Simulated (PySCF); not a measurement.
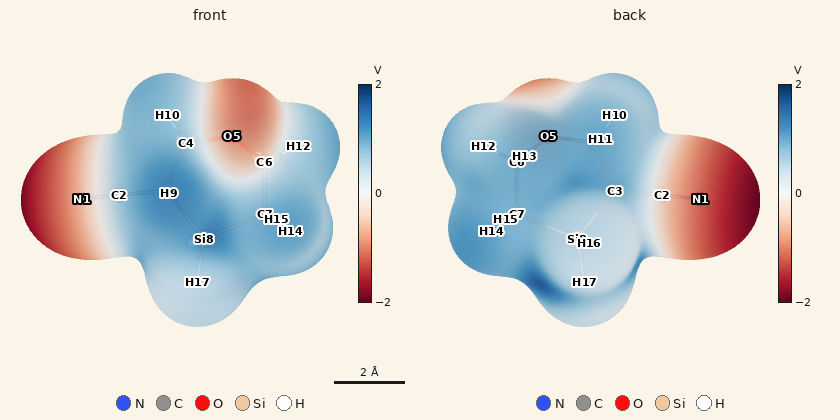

Figure 1: C5H9NOSi. The molecular electrostatic potential painted on the density surface at 0.002 e/bohr³, seen from the front and from behind; red is negative and blue positive.

Geometry: GFN2-xTB.

Method: PySCF, wB97X-D/def2-SVPD, SCF density, gas phase.

```xyz
17

N     3.6442    0.4262   -0.3072
C     2.5720    0.3114    0.0783
C     1.2216    0.1749    0.5190
C     0.7133   -1.2570    0.2603
O    -0.6109   -1.4542    0.6773
C    -1.5859   -0.8529   -0.1435
C    -1.6401    0.6718   -0.0074
Si    0.0668    1.4201   -0.3835
H     1.1920    0.3611    1.5974
H     1.3066   -1.9764    0.8333
H     0.8190   -1.4953   -0.8098
H    -2.5324   -1.2995    0.1739
H    -1.4074   -1.1277   -1.1946
H    -2.4096    1.0562   -0.6749
H    -1.9462    0.9157    1.0108
H     0.3504    1.3801   -1.8215
H     0.2396    2.7574    0.1820
```

Which sites attract a positive test charge, and which a negative one?

Answer. A positive charge is drawn to the negative regions and a negative charge to the positive ones. The most negative region (about −1.9 V) lies over N1, the most positive (about +1.5 V) over Si8. N1 is the likeliest acceptor of a hydrogen bond.

How polar is the molecule by this calculation?

Answer. Its dipole moment is 4.40 D.
